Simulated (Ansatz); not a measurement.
```cif
data_structure
_symmetry_space_group_name_H-M 'P 1'
_symmetry_Int_Tables_number 1
_cell_length_a 4.1885
_cell_length_b 4.1885
_cell_length_c 4.1885
_cell_angle_alpha 90.000
_cell_angle_beta 90.000
_cell_angle_gamma 90.000
_cell_volume 73.48
loop_
_atom_site_label
_atom_site_type_symbol
_atom_site_fract_x
_atom_site_fract_y
_atom_site_fract_z
_atom_site_occupancy
Ga1 Ga 0.00000 0.50000 0.50000 1
Ga2 Ga 0.50000 0.00000 0.50000 1
Ga3 Ga 0.50000 0.50000 0.00000 1
P1 P 0.00000 0.00000 0.00000 1
```

Space group Pm-3m; started from the Cu3Au (L1_2)_221 prototype, which need not be the ambient phase.

The calculation used DFT PBE, scalar-relativistic, plane waves, PAW (Ansatz).

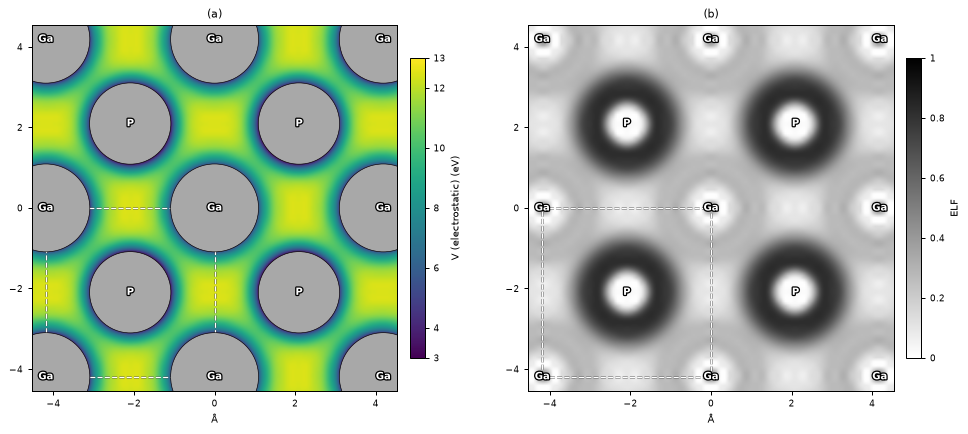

Ga$_{3}$P. (a) electrostatic potential (local pseudopotential plus Hartree) felt by an electron; (b) ELF on the (001) plane of the conventional cell. Grey discs cover the atomic cores in the potential map.

Core electrons are frozen (PAW), and the valence fields are smoothed inside the atomic spheres.

**Interpret the plot.**

The plane passes through Ga and P nuclei.
Ga–P (2.96 Å): the ELF peaks at about 0.85 in the valence shell of P, 0.8 Å from its nucleus, and drops to about 0.25 between the two atoms.
The features right at Ga lie inside the PAW spheres, where the map follows smoothed inner orbitals and isn't to be read closely.
Outside the cores the potential energy rises away from the atoms and is highest about 2.0 Å from the nearest atoms; its zero is arbitrary.
